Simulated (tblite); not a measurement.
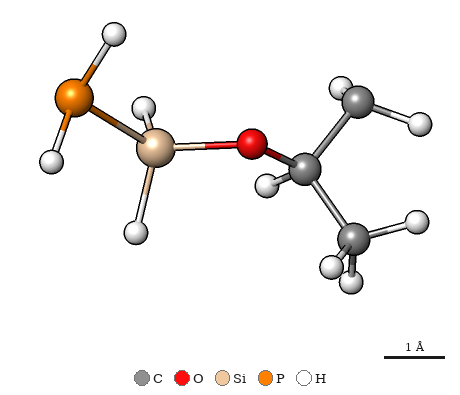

Starting structure of C3H10OPSi (multiplicity 2). Style: ball-and-stick. Shown at a tilt.

Method: GFN2-xTB geometry optimisation, gas phase in tblite.

```xyz
16

C    -1.1466   -1.0880    1.5625
C    -0.8204   -0.0553    0.4879
C    -1.5518    1.2178    0.7497
O     0.5416    0.0942    0.3074
Si    1.0844   -0.4225   -1.2135
P     3.2774   -0.3262   -1.4041
H    -1.8848   -0.6184    2.2457
H    -1.6005   -1.9736    1.0666
H    -1.1883   -0.4985   -0.4719
H    -2.4540    1.2099    0.0680
H    -1.9703    1.2124    1.7725
H    -0.9262    2.0999    0.5524
H     0.5007    0.4984   -2.2117
H     0.6170   -1.7796   -1.5288
H     3.6160    1.0016   -1.8965
H     3.8984   -0.5633   -0.0977
```

> What does the optimiser find from here?

The atom that moves furthest after the best rigid fit is H16 (1.48 Å). By element the largest moves are H 1.48 Å, P 0.91 Å, O 0.50 Å, C 0.38 Å, Si 0.21 Å. Near-neighbour distances that change, for instance: O4–Si5 1.696 → 1.608 Å, P6–H16 1.466 → 1.383 Å, P6–H15 1.456 → 1.382 Å, C1–C2 1.526 → 1.471 Å. Bond angles that change, for instance: H15–P6–H16 110.5° → 92.4°, C2–O4–Si5 113.6° → 128.9°, Si5–P6–H15 107.5° → 93.3°. Groups turn about C2–C3 by about 50°, C2–O4 by about 25°. The energy falls by 37.9 kcal/mol in 138 geometry steps.

The structure at the end:

```xyz
16

C    -1.4508   -1.1655    1.4375
C    -1.1273   -0.2322    0.3475
C    -1.5031    1.2080    0.6726
O     0.2903   -0.3021    0.1274
Si    1.1010   -0.2192   -1.2585
P     3.1852   -0.5042   -0.5141
H    -1.4103   -0.8303    2.4560
H    -1.4711   -2.2205    1.2447
H    -1.6162   -0.5471   -0.5846
H    -2.5719    1.2791    0.8553
H    -0.9653    1.5332    1.5595
H    -1.2377    1.8581   -0.1569
H     0.8642    1.0396   -1.9837
H     0.7464   -1.3059   -2.1806
H     3.7340   -0.4151   -1.7797
H     3.4252    0.8327   -0.2539
```

The end point in the same view:

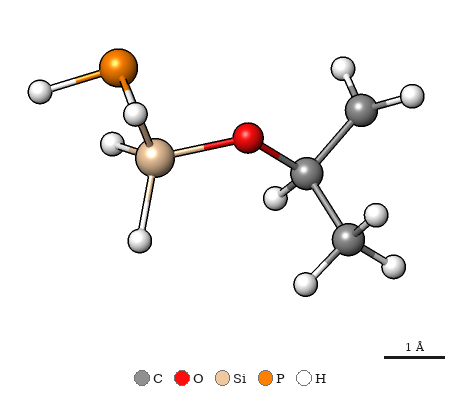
